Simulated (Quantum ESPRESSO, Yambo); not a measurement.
# BP (F-43m): G0W0 with Yambo, start to end, part 2 of 2

Aim: the G0W0 gap of BP (F-43m) on PBE, step by step.

Quantum ESPRESSO 7.5 and Yambo 5.3.0; PBE and many-body steps on it, plane waves. Known limits of the many-body steps: not at the basis limit; coarse k mesh.

So far. Step 3 (Bands along the symmetry lines): The gap is 1.260 eV, −0.021 eV from the run before at this level. Step 4 (Empty states on the mesh, 4×4×4 mesh, 57 bands): On this mesh the gap is 1.347 eV. The earlier step found 1.281 eV, so this mesh misses an edge.

**5. Conversion and set-up**

This step: Yambo 5.3.0; conversion and set-up on PBE, plane waves, norm-conserving pseudopotentials.

The states are converted to the many-body program's format and the q mesh is built.

Launch:

```sh
$ (cd o/x.save; p2y > p2y.log; mv SAVE ../..); yambo > setup.log
```

Output:

```text
 Yambo, version 5.3.0

 [02] CORE Variables Setup
 =========================

  [02.01] Unit cells
  ==================

  Cell kind             :  FCC
  Atoms in the cell     :  B  P
  number of B  atoms    :  1
  number of P  atoms    :  1

  List of atomic masses
  Mass of B     :  10.81000
  Mass of P     :  30.97400

  List of atomic coordinates    : [cc]
  B1       :  0.000000  0.000000  0.000000  order 1
  P1       :  2.143894  2.143894  2.143894  order 2

  Alat factors          :  4.287789  4.287789  4.287789 [a.u.]
  Direct lattice volume :  157.6631 [a.u.]
  Direct lattice vectors:  A[ 1 ]  A[ 2 ]  A[ 3 ]
   A[ 1 ]:  0.000000  1.000000  1.000000  [iru]
   0.000000  4.287789  4.287789  [cc]
   A[ 2 ]:  1.000000  0.000000  1.000000  [iru]
   4.287789  0.000000  4.287789  [cc]
   A[ 3 ]:  1.000000  1.000000  0.000000  [iru]
   4.287789  4.287789  0.000000  [cc]

  Recip. lattice volume :  1.573293 [a.u.]
  Recip. lattice vectors:  B[ 1 ]  B[ 2 ]  B[ 3 ]
   B[ 1 ]: -0.500000  0.500000  0.500000  [iku]
  -0.732684  0.732684  0.732684  [cc]
   B[ 2 ]:  0.500000 -0.500000  0.500000  [iku]
   0.732684 -0.732684  0.732684  [cc]
   B[ 3 ]:  0.500000  0.500000 -0.500000  [iku]
   0.732684  0.732684 -0.732684  [cc]

  [02.02] Symmetries
  ==================

  Inversion symmetry    : yes
  Spatial inversion     : no
  Inversion index       :  25
  K-space Time-reversal : yes
  Magnetic symmetries   : no
  Time-reversal derived K-space symmetries:   25   48
  Group table correct   : yes
  Symmetries units      :  [cc]

   [S  1]:   1.0000     -0.18269E-17 -0.18269E-17 -0.18269E-17   1.0000      0.18269E-17  0.18269E-17  0.18269E-17   1.0000
   [S  2]:  -1.0000      0.18269E-17 -0.18269E-17  0.18269E-17  -1.0000      0.18269E-17 -0.18269E-17 -0.18269E-17   1.0000
   [S  3]:  -1.0000     -0.18269E-17  0.18269E-17  0.18269E-17   1.0000     -0.18269E-17 -0.18269E-17  0.18269E-17  -1.0000
[...]
[S  9]: -0.18269E-17   1.0000     -0.18269E-17  0.18269E-17 -0.18269E-17   1.0000       1.0000      0.18269E-17  0.18269E-17
   [S 10]: -0.18269E-17  -1.0000      0.18269E-17  0.18269E-17  0.18269E-17  -1.0000       1.0000     -0.18269E-17 -0.18269E-17
     [... 36 further rows ...]
   [S*47]:   1.0000     -0.18269E-17  0.18269E-17 -0.18269E-17  0.18269E-17  -1.0000      0.18269E-17   1.0000     -0.18269E-17
   [S*48]:   1.0000      0.18269E-17 -0.18269E-17 -0.18269E-17 -0.18269E-17   1.0000      0.18269E-17  -1.0000      0.18269E-17

  [02.03] Reciprocal space
  ========================

  nG shells         :  170
  nG charge         :  11935
  nG WFs            :  1909
  nC WFs            :  1524
  G-vecs. in first 17 shells:  [ Number ]
     1    9   15   27   51   59   65   89  113
    137   169   181   229   259   283   307   331
  ...
  Shell energy in first 17 shells:  [ mHa ]
[...]
K_min[ 3 ] : -0.25000     -0.10617E-17  0.34636E-17 [rlu]
  Grid dimensions      :   4   4   4
  K lattice UC volume  :  0.024583 [a.u.]

  IBZ K-points                                      :   8
  BZ  K-points                                      :   64

  K/Q-points units:
  rlu = crystal or reduced units; cc = cartesian coordinates; iku = interal k-units

  K [1]          [rlu]:  0.000000  0.000000  0.000000
         WF components:  1459
  K [2]          [rlu]: -0.98763E-17  0.40015E-17  0.25000
         WF components:  1477
  K [3]          [rlu]:  0.19753E-16 -0.80030E-17 -0.50000
         WF components:  1476
  K [4]          [rlu]: -0.90507E-17  0.25000      0.25000
         WF components:  1491
  K [5]          [rlu]: -0.15756E-16  0.25000     -0.50000
         WF components:  1491
  [... 2 further k-points ...]
  K [8]          [rlu]:  0.250000 -0.500000 -0.250000
         WF components:  1480

  [02.05] Energies & Occupations
  ==============================

  [X] === General ===
  [X] Electronic Temperature                        :  0.000000  0.000000 [eV K]
  [X] Bosonic    Temperature                        :  0.000000  0.000000 [eV K]
  [X] Finite Temperature mode                       : no
  [X] El. density                                   :  0.34242E+24 [cm-3]
  [X] Fermi Level                                   :  9.241273 [eV]

  [X] === Gaps and Widths ===
  [X] Conduction Band Min                           :  1.347324 [eV]
  [X] Valence Band Max                              :  0.000000 [eV]
  [X] Filled Bands                                  :   4
  [X] Empty Bands                                   :    5   57
  [X] Direct Gap                                    :  3.406803 [eV]
  [X] Direct Gap localized at k                     :  1
  [X] Indirect Gap                                  :  1.347324 [eV]
  [X] Indirect Gap between kpts                     :   1   7
  [X] Last valence band width                       :  5.466754 [eV]
  [X] 1st conduction band width                     :  3.986001 [eV]

  E @ K [1]:  [eV]
   -15.459     -0.40417E-09 -0.10136E-09   0.0000       3.4068       3.4068       3.4068       7.3579
  occ @ K [1]
[...]
E @ K [2]:  [eV]
[...]
occ @ K [2]
[...]
E @ K [3]:  [eV]
[...]
occ @ K [3]
[...]
E @ K [4]:  [eV]
[...]
occ @ K [4]
[...]
E @ K [5]:  [eV]
[...]
occ @ K [5]
[...]
[... 2 further k-points ...]
  E @ K [8]:  [eV]
  -10.33326  -8.05264  -5.66965  -5.46675   5.33332   6.77210   7.23369   7.44884
  occ @ K [8]
   2.000000  2.000000  2.000000  2.000000  0.000000  0.000000  0.000000  0.000000

 [03] Transferred momenta grid and indexing
 ==========================================

 IBZ Q-points                                      :   8
 BZ  Q-points                                      :   64

 K/Q-points units:
 rlu = crystal or reduced units; cc = cartesian coordinates; iku = interal k-units

 Q [1]          [rlu]:  0.000000  0.000000  0.000000
 Q [2]          [rlu]: -0.10617E-17 -0.10617E-17  0.25000
 Q [3]          [rlu]:  0.21235E-17  0.21235E-17 -0.50000
[...]
Q [7]          [rlu]:  0.18101E-16 -0.50000     -0.50000
 Q [8]          [rlu]:  0.250000 -0.500000 -0.250000

  [03.01] X indexes
  =================

   [03.01.01] Sigma indexes
   ========================

 [06] Game Over & Game summary
```

Elapsed: 1.8 s, on 1 MPI rank of Arm Neoverse V2, shared host; peak memory 0.23 GiB.

**6. Screening and self-energy, 4×4×4 mesh, 57 bands, screening to 163.3 eV**

Now the one-shot GW correction: screening in the RPA, then the self-energy of the levels asked for.

This step: G0W0 on PBE, plane waves, norm-conserving pseudopotentials.

File gw1.in:

```
HF_and_locXC
gw0
dyson
ppa
em1d
rim_cut
RandQpts= 1000000
RandGvec= 1 RL
EXXRLvcs= 68 Ry
VXCRLvcs= 272 Ry
Chimod= "HARTREE"
% BndsRnXp
 1 | 57 |
%
NGsBlkXp= 12 Ry
% LongDrXp
 1 | 1 | 1 |
%
% GbndRnge
 1 | 57 |
%
DysSolver= "n"
ExtendOut
PPAPntXp= 27.21138 eV
% QPkrange
 1 | 1 | 3 | 6 |
 7 | 7 | 3 | 6 |
%
```

Launch:

```sh
$ OMP_NUM_THREADS=1 mpirun -n 4 yambo -F gw1.in -J gw1 -C gw1 > gw1.log
```

Output:

```text
 Yambo, version 5.3.0

 [02] CORE Variables Setup
 =========================

  [... cell, symmetries and grids as in the set-up ...]

  [02.05] Energies & Occupations
  ==============================

  [X] === General ===
  [X] Electronic Temperature                        :  0.000000  0.000000 [eV K]
  [X] Bosonic    Temperature                        :  0.000000  0.000000 [eV K]
  [X] Finite Temperature mode                       : no
  [X] El. density                                   :  0.34242E+24 [cm-3]
  [X] Fermi Level                                   :  9.241273 [eV]

  [X] === Gaps and Widths ===
  [X] Conduction Band Min                           :  1.347324 [eV]
  [X] Valence Band Max                              :  0.000000 [eV]
  [X] Filled Bands                                  :   4
  [X] Empty Bands                                   :    5   57
  [X] Direct Gap                                    :  3.406803 [eV]
  [X] Direct Gap localized at k                     :  1
  [X] Indirect Gap                                  :  1.347324 [eV]
  [X] Indirect Gap between kpts                     :   1   7
  [X] Last valence band width                       :  5.466754 [eV]
  [X] 1st conduction band width                     :  3.986001 [eV]

 [03] Transferred momenta grid and indexing
 ==========================================

 IBZ Q-points                                      :   8
 BZ  Q-points                                      :   64

 K/Q-points units:
 rlu = crystal or reduced units; cc = cartesian coordinates; iku = interal k-units

 Q [1]          [rlu]:  0.000000  0.000000  0.000000
 Q [2]          [rlu]: -0.10617E-17 -0.10617E-17  0.25000
 Q [3]          [rlu]:  0.21235E-17  0.21235E-17 -0.50000
 Q [4]          [rlu]: -0.90507E-17  0.25000      0.25000
 Q [5]          [rlu]:  0.10377E-16  0.25000      0.50000
 Q [6]          [rlu]:  0.21235E-17  0.25000     -0.25000
 Q [7]          [rlu]:  0.18101E-16 -0.50000     -0.50000
 Q [8]          [rlu]:  0.250000 -0.500000 -0.250000

 [04] Coloumb potential Random Integration (RIM)
 ===============================================

  [04.01] RIM initialization
  ==========================

  * Diagonal components only detected *

  8 x (sBL volume)        :  0.196662 [a.u.]
  sBZ random points       :  1000000
  Points outside the sBZ  :   7987327
  RL volume               :  1.573293 [a.u.]
  Integrated volume       :  1.575789 [a.u.]

  [04.02] RIM integrals
  =====================

  Gamma point sphere radius             :  0.105485 [a.u.]
  Points outside the sphere             :   799513
  [Int_sBZ(q=0) 1/q^2]*(Vol_sBZ)^(-1/3) =:  7.764325
                                 should be <:  7.795600

  Summary of Coulomb integrals for non-metallic bands |Q|[au] RIM/Bare

  Q [1] 0.100000E-4 0.995988 * Q [2] 0.317261 1.066317
  Q [4] 0.366342 1.065091 * Q [6] 0.518086 1.027759
  Q [5] 0.607509 1.020584 * Q [3] 0.634523 1.018268
  Q [7] 0.732684 1.014689 * Q [8] 0.819165 1.011648

 [05] Dipoles
 ============

  [05.01] Setup: observables and procedures
  =========================================

 [06] Dynamic Dielectric Matrix (PPA)
 ====================================

 [WR./gw1//ndb.pp]---------------------------------------------------------------
  Brillouin Zone Q/K grids (IBZ/BZ)                :    8   64    8   64
  RL vectors                                       :  1917 [WF]
  Coulomb cutoff potential                         : none
  Electronic Temperature                           :  0.000000 [K]
  Bosonic    Temperature                           :  0.000000 [K]
  PPA    diel. fun.  energies                      : Perdew, Burke & Ernzerhof(X)+Perdew, Burke & Ernzerhof(C)
  wavefunctions                                    : Perdew, Burke & Ernzerhof(X)+Perdew, Burke & Ernzerhof(C)
  Global Gauge                                     : length
  X matrix size                                    :  137
  X band range                                     :    1   57
  X e/h energy range                               : -1.000000 -1.000000 [eV]
  X Time ordering                                  : R
  X Hxc Kernel                                     : HARTREE
  X Drude frequency                                :  0.000000  0.000000
  X poles                                          :  100.0000 [o/o]
  RL vectors in the sum                            :  1917
  [r,Vnl] included                                 : yes
  Field direction                                  :  0.577350E-5  0.577350E-5  0.577350E-5
  BZ energy Double Grid                            : no
  BZ energy DbGd points                            : 0
  BZ Q point size factor                           : -1.000000
  X Optical Averaged directions                    : none

 [07] Local Exchange-Correlation + Non-Local Fock
 ================================================

 [VXC] Plane waves :  11935
 [EXS] Plane waves :  1471

 QP @ state[ 1 ] K range:  1  1
 QP @ state[ 1 ] b range:   3   6
 QP @ state[ 2 ] K range:   7   7
 QP @ state[ 2 ] b range:   3   6

 [xc] Functional : Perdew, Burke & Ernzerhof(X)+Perdew, Burke & Ernzerhof(C)
 [xc] LIBXC used to calculate xc functional
  PP Number of Atomic Species                      :  2
  NLCC RL compoments                               :  11935
  PP Number of Atomic Species                      :  2
  NLCC RL compoments                               :  11935

 [xc] E_xc :  -2.825902 [Ha]
      E_xc :  -5.651803 [Ry]

  Local XC kind (lXC) : Perdew, Burke & Ernzerhof(X)+Perdew, Burke & Ernzerhof(C)
  Non-Local XC kind (nlXC) : Hartree-Fock

  Corrections @ K [1] :  [eV]
 <3|nlXC|3> = -15.11594 -0.32534E-17 <3|lXC|3> = -13.31497  0.94405E-16
 <4|nlXC|4> = -15.11586  0.17258E-17 <4|lXC|4> = -13.31497 -0.53104E-19
 <5|nlXC|5> = -7.139479  0.44749E-17 <5|lXC|5> = -12.02101 -0.23596E-16
 <6|nlXC|6> = -7.139737 -0.12833E-16 <6|lXC|6> = -12.02100  0.28323E-15

  Corrections @ K [7] :  [eV]
 <3|nlXC|3> = -15.96384 -0.54871E-17 <3|lXC|3> = -12.50131 -0.11803E-15
 <4|nlXC|4> = -15.96390  0.20758E-17 <4|lXC|4> = -12.50131  0.23623E-16
 <5|nlXC|5> = -6.408129  0.93350E-17 <5|lXC|5> = -10.80516 -0.23622E-16
 <6|nlXC|6> = -6.161084  0.34483E-17 <6|lXC|6> = -10.66008 -0.67843E-16

 [08] Dyson equation: Newton solver
 ==================================

  [08.01] G0W0 (W PPA)
  ====================

  [  GW  ] Bands range     :    1   57
  [GW/PPA] G damping       :  0.100000 [eV]

  QP @ state[ 1 ] K range:  1  1
  QP @ state[ 1 ] b range:   3   6
  QP @ state[ 2 ] K range:   7   7
  QP @ state[ 2 ] b range:   3   6

   Sc/G bands                                       :    1   57
   Sc/G damping                                     :  0.100000 ev
   Sc bands terminator                              : no
   Sx RL components                                 :  1471

   QP @ state[ 1 ] K range                          :  1  1
   QP @ state[ 1 ] b range                          :   3   6
   QP @ state[ 2 ] K range                          :   7   7
   QP @ state[ 2 ] b range                          :   3   6
   GF energies kind                                 : Perdew, Burke & Ernzerhof(X)+Perdew, Burke & Ernzerhof(C)
   GF WF`s kind                                     : Perdew, Burke & Ernzerhof(X)+Perdew, Burke & Ernzerhof(C)
   Xs energies kind                                 : Perdew, Burke & Ernzerhof(X)+Perdew, Burke & Ernzerhof(C)
   Xs WF`s kind                                     : Perdew, Burke & Ernzerhof(X)+Perdew, Burke & Ernzerhof(C)

 [11] Game Over & Game summary
```

Run time: 10 s. Hardware: 4 MPI ranks; peak memory 1.1 GiB.

Numbers from this step:

```yaml
g0w0_gap_on_the_points_computed: 2.002 eV
starting_gap_on_the_mesh: 1.347 eV
k_of_the_valence_top: 0, 0, 0
k_of_the_conduction_bottom: 0, -0.5, -0.5
least_direct_g0w0_gap_on_the_computed_points: 4.256 eV
z_at_the_valence_top: 0.7980
z_at_the_conduction_bottom: 0.8105
```

The gap on the mesh goes from 1.35 eV to 2.00 eV, a correction of +0.65 eV. The start differs from the 1.28 eV found before because the two sample other k points.

Limits: finite bands, cutoff and mesh; coarse k mesh. v1 is the top filled band, c1 the lowest empty one. Levels before and after the correction, in eV, zero at the valence-band top of each column:

|  | conduction bottom | valence top |
| --- | --- | --- |
| Kohn-Sham | 1.35 | 0.00 |
| G0W0 | 2.00 | 0.00 |

|  | level | energy (eV) |
| --- | --- | --- |
| Kohn-Sham | Γ v2-v1 | 0.000 |
| Kohn-Sham | Γ c1-c2 | 3.407 |
| Kohn-Sham | (0 -0.5 -0.5) v2-v1 | -4.114 |
| Kohn-Sham | (0 -0.5 -0.5) c1 | 1.347 |
| Kohn-Sham | (0 -0.5 -0.5) c2 | 1.667 |
| G0W0 | Γ v2-v1 | 0.000 |
| G0W0 | Γ c1-c2 | 4.256 |
| G0W0 | (0 -0.5 -0.5) v2-v1 | -4.334 |
| G0W0 | (0 -0.5 -0.5) c1 | 2.002 |
| G0W0 | (0 -0.5 -0.5) c2 | 2.372 |

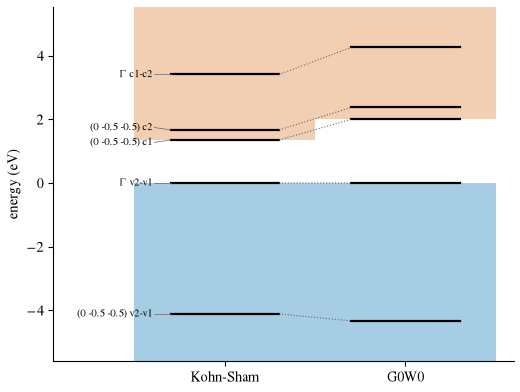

Levels before and after the correction. Shaded: valence and conduction bands.

**7. Where the time went**

Times are wall times on the hardware named with each run, good to a factor of about two.

| step | time | share | memory (GiB) |
| --- | --- | --- | --- |
| ground state | 1.8 s | 11 % | 0.05 |
| bands along the symmetry lines | 1.5 s | 9 % | 0.05 |
| empty states on the mesh | 1.4 s | 9 % | 0.05 |
| conversion and set-up | 1.8 s | 11 % | 0.23 |
| screening and self-energy | 10 s | 61 % | 1.1 |

**8. Summary of results**

```yaml
pbe_gap: 1.26 eV, indirect
g0w0_gap_on_the_mesh: 2.00 eV
g0w0_gap_over_the_zone_rigid_shift: 1.91 eV
gw_settings: 4×4×4 mesh, 57 bands, screening to 163.3 eV, Godby-Needs plasmon pole
known_limits: not at the basis limit; coarse k mesh
```

In words: G0W0 moves the gap on the mesh from 1.35 eV to 2.00 eV (+0.65 eV), with Z of 0.80 and 0.81 at the edges. The mesh misses the band edges by 0.09 eV in all; a rigid shift gives 1.91 eV for the zone. Only 2 of the mesh's irreducible points were corrected, so a valley elsewhere could overtake. The dearest step here is «screening and self-energy». Bands and cutoff are finite, so the gap is not at the basis limit. The miss can reach some tenths of an eV and take either sign; the mesh is an error of its own. In the G0W0 run levels were corrected at 2 k points alone, so a gap called «on the mesh» is the least over those, and an edge elsewhere would be missed. A denser mesh or path gives a starting gap of 1.26 eV: the GW mesh misses a band edge, so its gaps are not the fundamental one. The 4×4×4 mesh is coarse for this cell, which bears on the long-range parts of exchange and screening.

[Paths, hosts, dates, memory and timing lines, banners, echoed tables and standing remarks are left out of the program output.]

[Logs are printed without paths, hosts, clocks, repeated set-up lines and the standing remarks that a program may print on its own settings, such as how far it seeks lower states.]

[Runs of the session that timed out or met a known fault of the program may be left out.]

[Hosts, paths, dates, database ids (printed as entryN), source tags and the programs' standing remarks are cut or masked in the printed files.]
